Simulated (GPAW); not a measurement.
# A C chain with one bond drawn out by 0.6 Å: converging a transmission

Aim: the cheapest settings that leave the conductance of a C chain with one bond drawn out by 0.6 Å unchanged.

Calculated with GPAW 26.7.0; GPAW LCAO, PAW setups; Landauer transmission from Green's functions with principal layers (ASE), zero bias.

### Step 1. The starting structure

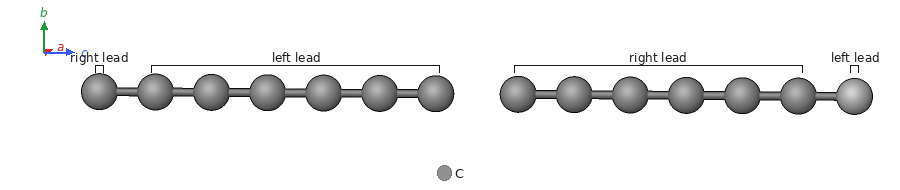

The starting structure, seen from the side, with the c axis across the page (carbon grey). Some periodic images of atoms are drawn too.

The cell holds 12 atoms: 12 C. Cell: a = 9.000 Å, b = 9.000 Å, c = 15.960 Å, α = 90.0°, β = 90.0°, γ = 90.0°. Regions: left lead, 6 atoms (6 C); right lead, 6 atoms (6 C). Vacuum lies along a and b. The structure is stacked along c, and the current runs across the ab planes.

### Step 2. The reference run

All settings start at ordinary values; they are then varied in turn, with meshes following the cell where its length changes.

run.py

```python
import json
import numpy as np
from ase import Atoms
from ase.transport.calculators import TransportCalculator
from gpaw import GPAW, FermiDirac
from gpaw.lcao.tools import get_lcao_hamiltonian
from scipy.linalg import eigh

# The junction with lead layers at both ends, along the third cell vector
device = Atoms(
    ['C', 'C', 'C', 'C', 'C', 'C', 'C', 'C', 'C', 'C', 'C', 'C'],
    positions=[
        [4.50000, 4.50000, 0.64000],
        [4.50000, 4.50000, 1.92000],
        [4.50000, 4.50000, 3.20000],
        [4.50000, 4.50000, 4.48000],
        [4.50000, 4.50000, 5.76000],
        [4.50000, 4.50000, 7.04000],
        [4.50000, 4.50000, 8.92000],
        [4.50000, 4.50000, 10.20000],
        [4.50000, 4.50000, 11.48000],
        [4.50000, 4.50000, 12.76000],
        [4.50000, 4.50000, 14.04000],
        [4.50000, 4.50000, 15.32000]],
    cell=[[9.0, 0.0, 0.0], [0.0, 9.0, 0.0], [0.0, 0.0, 15.96]],
    pbc=True)

# One principal layer of the lead: the first 4 atoms of the device
lead = Atoms(
    ['C', 'C', 'C', 'C'],
    positions=[
        [4.50000, 4.50000, 0.64000],
        [4.50000, 4.50000, 1.92000],
        [4.50000, 4.50000, 3.20000],
        [4.50000, 4.50000, 4.48000]],
    cell=[[9.0, 0.0, 0.0], [0.0, 9.0, 0.0], [0.0, 0.0, 5.12]],
    pbc=True)

settings = dict(mode='lcao', basis='szp(dzp)', xc='PBE', h=0.2,
                occupations=FermiDirac(0.1), maxiter=250,
                mixer=dict(beta=0.1, nmaxold=8, weight=100.0),
                convergence=dict(density=0.0001))
energies = np.arange(-3, 3 + 1e-9, 0.075)
eta = 0.0001
n1, n2 = 1, 1
# k and -k transmit alike, so half of the mesh across the current serves
mesh = [(i, j) for i in range(n1) for j in range(n2) if (i, j) <= (-i % n1, -j % n2)]
weights = np.array([1 if (i, j) == (-i % n1, -j % n2) else 2 for i, j in mesh]) / (n1 * n2)

# [... helper functions left out ...]
fermi_lead = ground_state(lead, (1, 1, 22), 'lead.txt')
fermi_device = ground_state(device, (1, 1, 5), 'device.txt')
# [... loop over the mesh left out, but for ...]
        # Shift the lead onto the potential of the device's first layer
        shift = ((H[:, 0, 0] - H0[:, 0, 0]) / S0[0, 0]).real.mean()
# [...]
kT = 8.617333e-5 * 77
bias = [0.1, 0.2, 0.5, 1.0, 1.5, 2.0]
# [... integrals and printing left out ...]
```

Run with:

```bash
OMP_NUM_THREADS=1 OPENBLAS_NUM_THREADS=1 python run.py
```

The log of the run:

```text
basis functions: device 108, principal layer 36
Fermi level: lead -6.8417 eV, device -6.7534 eV; lead shifted by -0.0117 eV
largest coupling past the next layer 1.03e-04 eV, largest misfit of the first layer 0.177 eV
  E-E_F (eV)   T (one spin)  [channel counts left out]
    -3.000    4.3554e-01
    -2.925    4.4678e-01
    -2.850    4.5745e-01
    -2.775    4.6764e-01
    -2.700    4.7744e-01
    -2.625    4.8696e-01
    -2.550    4.9633e-01
    -2.475    5.0565e-01
    -2.400    5.1503e-01
    -2.325    5.2457e-01
    -2.250    5.3436e-01
    -2.175    5.4448e-01
    -2.100    5.5500e-01
    -2.025    5.6596e-01
    -1.950    5.7742e-01
    -1.875    5.8940e-01
[...]
2.475    8.1465e-01
     2.550    8.1457e-01
     2.625    8.1480e-01
     2.700    8.1531e-01
     2.775    8.1608e-01
     2.850    8.1709e-01
     2.925    8.1832e-01
     3.000    8.1974e-01
conductance at 77 K: 0.89942 G0 a cell; thermopower -0.11 uV/K
current from the zero-bias T(E) at 0.1 V: 6.9678 uA
current from the zero-bias T(E) at 0.2 V: 13.932 uA
current from the zero-bias T(E) at 0.5 V: 34.766 uA
current from the zero-bias T(E) at 1.0 V: 69.082 uA
current from the zero-bias T(E) at 1.5 V: 102.56 uA
current from the zero-bias T(E) at 2.0 V: 134.91 uA
```

It took 16 s on 1 thread of Arm Neoverse V1, shared host; peak memory 0.52 GiB.

This step gave:

```
conductance                                    : 0.8994 G₀
largest coupling past the next principal layer : 1.03e-4 eV
largest misfit of the first principal layer    : 0.1771 eV
shift that aligns the lead                     : -0.01166 eV
basis functions of the junction                : 108
basis functions of a principal layer           : 36
transmission at the Fermi level (one spin)     : 0.8995
```

One spin. Transmission, zone mean against energy, zero at the Fermi level:

```csv
energy (eV),"transmission, zone mean"
-3.000,0.436
-2.475,0.506
-2.025,0.566
-1.500,0.657
-0.975,0.764
-0.525,0.845
0.000,0.899
0.300,0.907
0.525,0.903
0.975,0.880
1.500,0.846
2.025,0.822
2.475,0.815
3.000,0.820
```

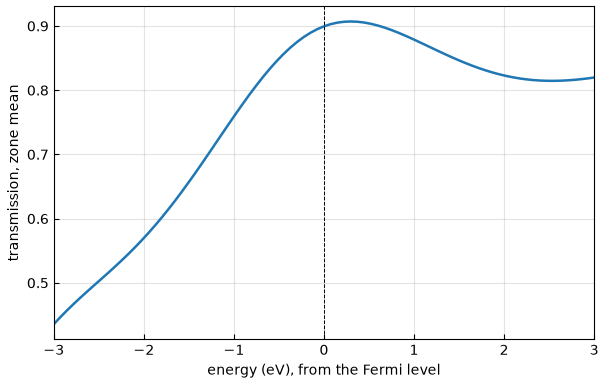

Transmission, zone mean, plotted against energy.

Not self-consistent under bias; the bias window is split evenly. Table of current through one cell, from the zero-bias transmission by bias:

```csv
bias (V),"current through one cell, from the zero-bias transmission (μA)"
0.100,6.97
0.200,13.9
0.500,34.8
1.000,69.1
1.500,103
2.000,135
```

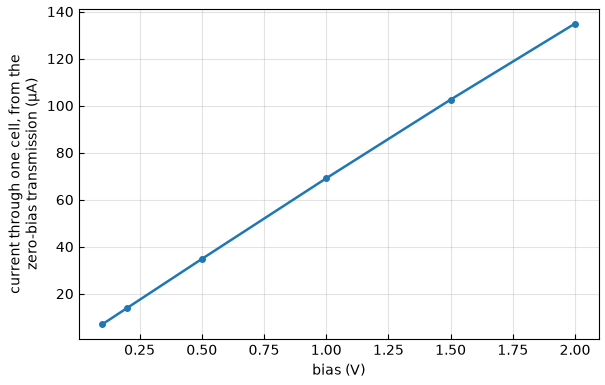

Current through one cell, from the zero-bias transmission against bias.

Couplings past the next layer reach 1.0e-4 eV, small enough to drop; the matrix elements of the cell's first layer differ from the bulk lead's by up to 0.18 eV. That layer keeps its own values in the calculation, and only beyond it is the lead taken as perfect. The Fermi levels of lead and junction count from different zeros of potential, one for each periodic cell; with both set to zero, the small remaining shift is what aligns them. By hand: G = 0.8994 × 77.48 μS = 69.7 μS, a resistance of 14.3 kΩ; at 0.1 V a linear junction would pass 6.97 μA, and the integral over the bias window gives 6.97 μA.

### Step 3. Energy step: de = 0.2

The thermal integrals interpolate T(E), so the step must resolve what lies within a few kT of the Fermi level.

run.py: that of step 2 with these lines changed.

```diff
@@ -42,3 +42,3 @@
                 convergence=dict(density=0.0001))
-energies = np.arange(-3, 3 + 1e-9, 0.075)
+energies = np.arange(-3, 3 + 1e-9, 0.2)
 eta = 0.0001
```

The log of the run:

```text
basis functions: device 108, principal layer 36
Fermi level: lead -6.8417 eV, device -6.7534 eV; lead shifted by -0.0117 eV
largest coupling past the next layer 1.03e-04 eV, largest misfit of the first layer 0.177 eV
  E-E_F (eV)   T (one spin)  [channel counts left out]
    -3.000    4.3554e-01
    -2.800    4.6429e-01
    -2.600    4.9010e-01
    -2.400    5.1503e-01
    -2.200    5.4106e-01
    -2.000    5.6973e-01
    -1.800    6.0191e-01
    -1.600    6.3780e-01
    -1.400    6.7684e-01
    -1.200    7.1784e-01
    -1.000    7.5903e-01
    -0.800    7.9832e-01
    -0.600    8.3357e-01
    -0.400    8.6292e-01
    -0.200    8.8509e-01
     0.000    8.9949e-01
[...]
1.600    8.4067e-01
     1.800    8.3066e-01
     2.000    8.2295e-01
     2.200    8.1774e-01
     2.400    8.1504e-01
     2.600    8.1469e-01
     2.800    8.1639e-01
     3.000    8.1974e-01
conductance at 77 K: 0.89931 G0 a cell; thermopower -0.1112 uV/K
current from the zero-bias T(E) at 0.1 V: 6.9653 uA
current from the zero-bias T(E) at 0.2 V: 13.923 uA
current from the zero-bias T(E) at 0.5 V: 34.746 uA
current from the zero-bias T(E) at 1.0 V: 69.042 uA
current from the zero-bias T(E) at 1.5 V: 102.5 uA
current from the zero-bias T(E) at 2.0 V: 134.84 uA
```

Elapsed: 16 s, on 1 thread; peak memory 0.52 GiB.

Numbers from this step:

| Property | Result |
| --- | --- |
| conductance | 0.8993 G₀ |

One spin. Table of transmission, zone mean by energy, zero at the Fermi level:

```csv
energy (eV),"transmission, zone mean"
-3.00,0.436
-2.60,0.490
-2.20,0.541
-2.00,0.570
-1.60,0.638
-1.20,0.718
-0.80,0.798
-0.60,0.834
-0.20,0.885
0.00,0.899
0.20,0.906
0.60,0.901
0.80,0.891
1.20,0.866
1.60,0.841
2.00,0.823
2.20,0.818
2.60,0.815
3.00,0.820
```

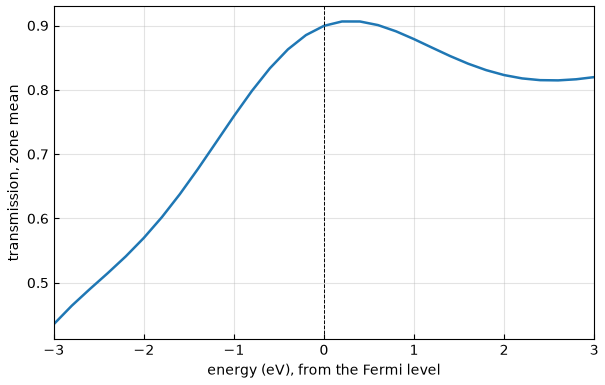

Transmission, zone mean against energy.

Not self-consistent under bias; the bias window is split evenly. Current through one cell, from the zero-bias transmission against bias:

```csv
bias (V),"current through one cell, from the zero-bias transmission (μA)"
0.100,6.97
0.200,13.9
0.500,34.7
1.000,69.0
1.500,103
2.000,135
```

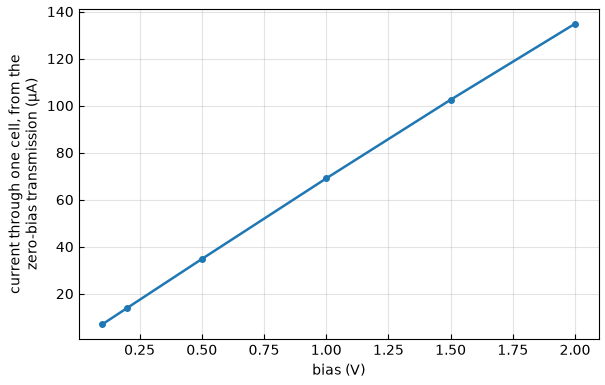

Current through one cell, from the zero-bias transmission, plotted against bias.

The conductance equals that of the base run to 0.2 %.

### Step 4. Energy step: de = 0.1

run.py: that of step 3 with these lines changed.

```diff
@@ -42,3 +42,3 @@
                 convergence=dict(density=0.0001))
-energies = np.arange(-3, 3 + 1e-9, 0.2)
+energies = np.arange(-3, 3 + 1e-9, 0.1)
 eta = 0.0001
```

The log of the run:

```text
basis functions: device 108, principal layer 36
Fermi level: lead -6.8417 eV, device -6.7534 eV; lead shifted by -0.0117 eV
largest coupling past the next layer 1.03e-04 eV, largest misfit of the first layer 0.177 eV
  E-E_F (eV)   T (one spin)  [channel counts left out]
    -3.000    4.3554e-01
    -2.900    4.5040e-01
    -2.800    4.6429e-01
    -2.700    4.7744e-01
    -2.600    4.9010e-01
    -2.500    5.0254e-01
    -2.400    5.1503e-01
    -2.300    5.2780e-01
    -2.200    5.4106e-01
    -2.100    5.5500e-01
    -2.000    5.6973e-01
    -1.900    5.8535e-01
    -1.800    6.0191e-01
    -1.700    6.1941e-01
    -1.600    6.3780e-01
    -1.500    6.5698e-01
[...]
2.300    8.1608e-01
     2.400    8.1504e-01
     2.500    8.1459e-01
     2.600    8.1469e-01
     2.700    8.1531e-01
     2.800    8.1639e-01
     2.900    8.1789e-01
     3.000    8.1974e-01
conductance at 77 K: 0.8994 G0 a cell; thermopower -0.1102 uV/K
current from the zero-bias T(E) at 0.1 V: 6.9673 uA
current from the zero-bias T(E) at 0.2 V: 13.931 uA
current from the zero-bias T(E) at 0.5 V: 34.763 uA
current from the zero-bias T(E) at 1.0 V: 69.077 uA
current from the zero-bias T(E) at 1.5 V: 102.55 uA
current from the zero-bias T(E) at 2.0 V: 134.9 uA
```

Wall time 16 s (1 thread); peak memory 0.51 GiB.

Numbers from this step:

* conductance: 0.8994 G₀

One spin. Table of transmission, zone mean by energy, zero at the Fermi level:

```csv
energy (eV),"transmission, zone mean"
-3.0000,0.436
-2.8000,0.464
-2.5000,0.503
-2.3000,0.528
-2.0000,0.570
-1.8000,0.602
-1.5000,0.657
-1.3000,0.697
-1.0000,0.759
-0.8000,0.798
-0.5000,0.849
-0.3000,0.875
0.0000,0.899
0.2000,0.906
0.3000,0.907
0.5000,0.904
0.7000,0.896
1.0000,0.879
1.2000,0.866
1.5000,0.846
1.7000,0.835
2.0000,0.823
2.2000,0.818
2.5000,0.815
2.7000,0.815
3.0000,0.820
```

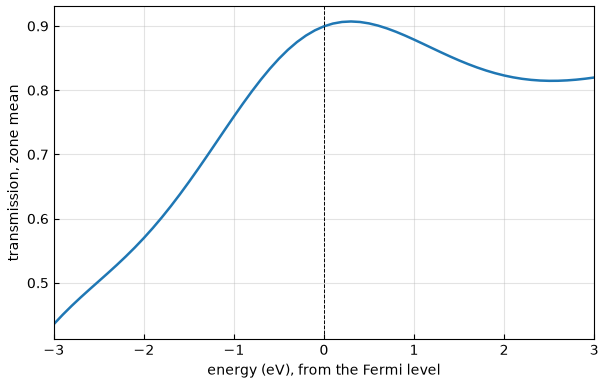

Transmission, zone mean against energy.

Not self-consistent under bias; the bias window is split evenly. Table of current through one cell, from the zero-bias transmission by bias:

```csv
bias (V),"current through one cell, from the zero-bias transmission (μA)"
0.100,6.97
0.200,13.9
0.500,34.8
1.000,69.1
1.500,103
2.000,135
```

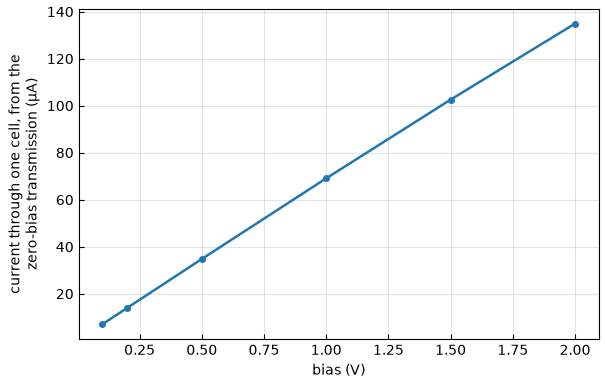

Current through one cell, from the zero-bias transmission against bias.

The conductance equals that of the base run to 0.2 %.

### Step 5. Energy step: de = 0.025

run.py: that of step 4 with these lines changed.

```diff
@@ -42,3 +42,3 @@
                 convergence=dict(density=0.0001))
-energies = np.arange(-3, 3 + 1e-9, 0.1)
+energies = np.arange(-3, 3 + 1e-9, 0.025)
 eta = 0.0001
```

The log of the run:

```text
basis functions: device 108, principal layer 36
Fermi level: lead -6.8417 eV, device -6.7534 eV; lead shifted by -0.0117 eV
largest coupling past the next layer 1.03e-04 eV, largest misfit of the first layer 0.177 eV
  E-E_F (eV)   T (one spin)  [channel counts left out]
    -3.000    4.3554e-01
    -2.975    4.3935e-01
    -2.950    4.4310e-01
[...]
2.975    8.1925e-01
     3.000    8.1974e-01
conductance at 77 K: 0.89947 G0 a cell; thermopower -0.1099 uV/K
current from the zero-bias T(E) at 0.1 V: 6.9685 uA
current from the zero-bias T(E) at 0.2 V: 13.933 uA
current from the zero-bias T(E) at 0.5 V: 34.769 uA
current from the zero-bias T(E) at 1.0 V: 69.088 uA
current from the zero-bias T(E) at 1.5 V: 102.57 uA
current from the zero-bias T(E) at 2.0 V: 134.92 uA
```

Run time: 21 s. Hardware: 1 thread; peak memory 0.51 GiB.

One spin. Table of transmission, zone mean by energy, zero at the Fermi level:

```csv
energy (eV),"transmission, zone mean"
-3.0000,0.436
-2.7500,0.471
-2.5000,0.503
-2.2500,0.534
-2.0000,0.570
-1.7500,0.611
-1.5000,0.657
-1.2500,0.707
-1.0000,0.759
-0.7500,0.808
-0.5000,0.849
-0.2500,0.880
0.0000,0.899
0.2500,0.907
0.3000,0.907
0.5000,0.904
0.7500,0.894
1.0000,0.879
1.2500,0.862
1.5000,0.846
1.7500,0.833
2.0000,0.823
2.2500,0.817
2.5000,0.815
2.7500,0.816
3.0000,0.820
```

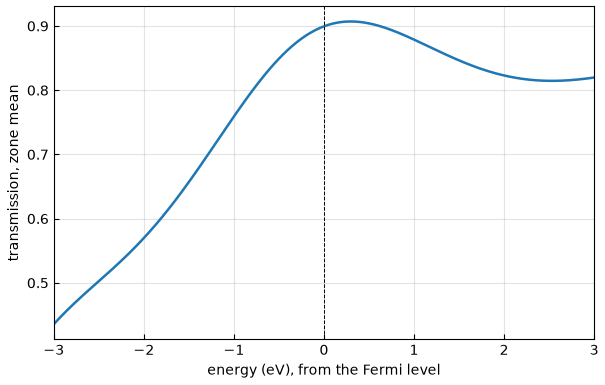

Transmission, zone mean against energy.

The conductance equals that of the base run to 0.2 %.

### Step 6. Varying the energy step: de = 0.0125

run.py: that of step 5 with these lines changed.

```diff
@@ -42,3 +42,3 @@
                 convergence=dict(density=0.0001))
-energies = np.arange(-3, 3 + 1e-9, 0.025)
+energies = np.arange(-3, 3 + 1e-9, 0.0125)
 eta = 0.0001
```

The log of the run:

```text
basis functions: device 108, principal layer 36
Fermi level: lead -6.8417 eV, device -6.7534 eV; lead shifted by -0.0117 eV
largest coupling past the next layer 1.03e-04 eV, largest misfit of the first layer 0.177 eV
  E-E_F (eV)   T (one spin)  [channel counts left out]
    -3.000    4.3554e-01
    -2.987    4.3745e-01
    -2.975    4.3935e-01
[...]
2.988    8.1949e-01
     3.000    8.1974e-01
conductance at 77 K: 0.89852 G0 a cell; thermopower -0.2498 uV/K
current from the zero-bias T(E) at 0.1 V: 6.9645 uA
current from the zero-bias T(E) at 0.2 V: 13.929 uA
current from the zero-bias T(E) at 0.5 V: 34.765 uA
current from the zero-bias T(E) at 1.0 V: 69.085 uA
current from the zero-bias T(E) at 1.5 V: 102.56 uA
current from the zero-bias T(E) at 2.0 V: 134.92 uA
```

Elapsed: 23 s, on 1 thread; peak memory 0.52 GiB.

One spin. Table of transmission, zone mean by energy, zero at the Fermi level:

```csv
energy (eV),"transmission, zone mean"
-3.000,0.436
-2.500,0.503
-2.000,0.570
-1.500,0.657
-1.000,0.759
-0.500,0.849
0.000,0.899
0.300,0.907
0.500,0.904
1.000,0.879
1.500,0.846
2.000,0.823
2.500,0.815
3.000,0.820
```

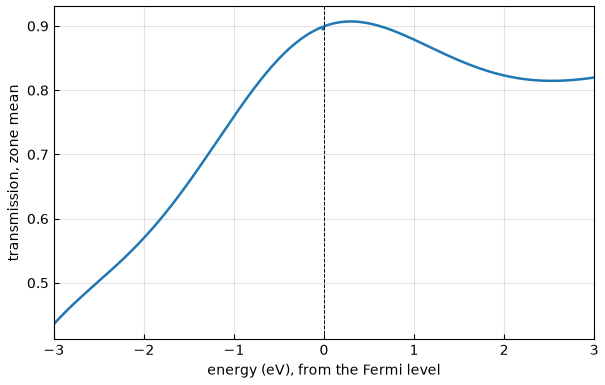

Transmission, zone mean, plotted against energy.

The conductance equals that of the base run to 0.2 %.

### Step 7. Convergence in the energy step

The runs and the base run on one axis.

This step: convergence of the conductance (GPAW 26.7.0).

The conductance stays at 0.899 G₀ for energy step from 0.0125 to 0.2 eV.

[end of part 1 of 3]

[Logs are printed without paths, hosts, clocks, repeated set-up lines and the standing remarks that a program may print on its own settings, such as how far it seeks lower states.]

[Hosts, paths, dates, database ids (printed as entryN), source tags and the programs' standing remarks are cut or masked in the printed files.]
